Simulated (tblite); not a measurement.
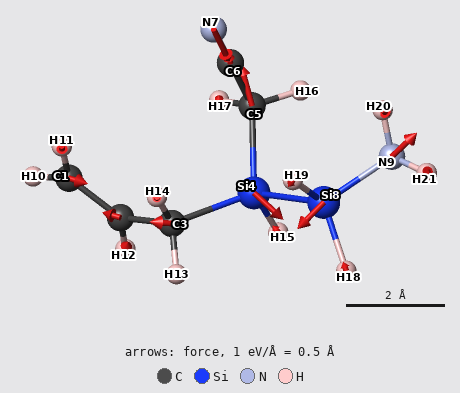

Starting geometry of C5H12N2Si2 with the computed forces as red arrows. Style: ball-and-stick. Shown at a tilt.

Level of theory: GFN2-xTB geometry optimisation, gas phase (tblite). 

**Is this structure relaxed? If not, where do the atoms go?**

It isn't relaxed: the largest force vector, on an N atom, is 2.18 eV/Å. The final displacements have little in common with the starting forces (cosine between the two patterns 0.06). An H atom moves most after the best rigid fit: 1.27 Å. Largest moves by element: H 1.27 Å, N 0.65 Å, C 0.37 Å, Si 0.30 Å. Near-neighbour distances that change, for instance: C–Si 1.868 → 1.939 Å, C–C 1.473 → 1.422 Å, C–Si 1.872 → 1.921 Å, H–Si 1.490 → 1.466 Å. Bond angles that change, for instance: N–Si–H 105.3° → 115.6°, Si–N–H 109.6° → 119.2°, Si–N–H 109.5° → 119.1°. Groups turn about Si–Si by about 45°, N–Si by about 20°. After 208 geometry steps the energy has fallen by 43.2 kJ/mol. The run took 3.5 s on 1 thread of Arm Neoverse N1 (shared host).
